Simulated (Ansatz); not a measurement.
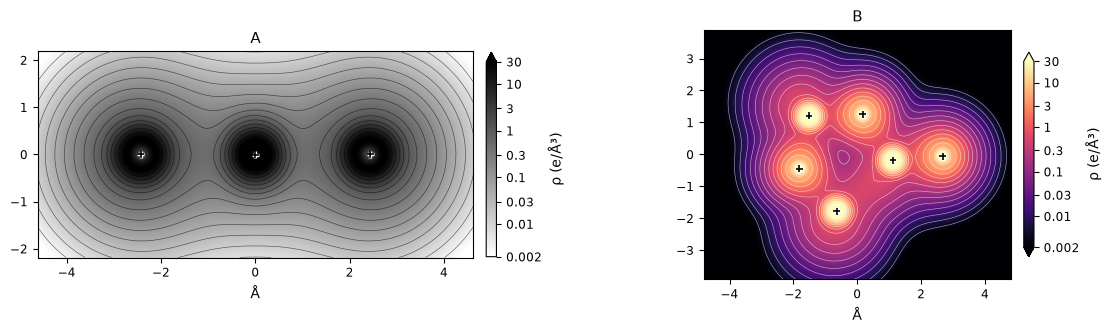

The electron density of 2 systems, each on a plane through atoms (crosses mark nuclei in the plane).

Theory: Ansatz, UKS PBE0-D4/def2-TZVPD.

System 1: Te₂Zn (charge −1, doublet), a plane that holds the molecular axis. Geometry: r2SCAN-D4/def2-TZVPD; core potentials replace the inner electrons of Te.

```xyz
3

Zn   -0.0016   -0.0035   -0.0004
Te    2.1976   -0.9831   -0.3619
Te   -2.1960    0.9866    0.3622
```

System 2: O₃Si₃ (charge −1, doublet), the molecular plane. Geometry: r2SCAN-D4/def2-SVPD.

```xyz
6

Si   -0.9365    0.4486    0.4571
Si    1.9160   -0.2545   -0.0159
Si   -0.7527   -0.9534   -1.4537
O     0.7363    0.5457    0.8855
O    -1.9734    1.2178    1.3409
O     1.0104   -1.0042   -1.2139
```

Match each panel to its system.

Panel A is system 1, Te₂Zn: the plane holds Zn and Te. Zn–Te (2.43 Å): ρ at the midpoint is about 0.53 e/Å³. Panel B is system 2, O₃Si₃: the plane holds Si and O. Si–O (1.56 Å): the density is about 1.4 e/Å³ at the midpoint.
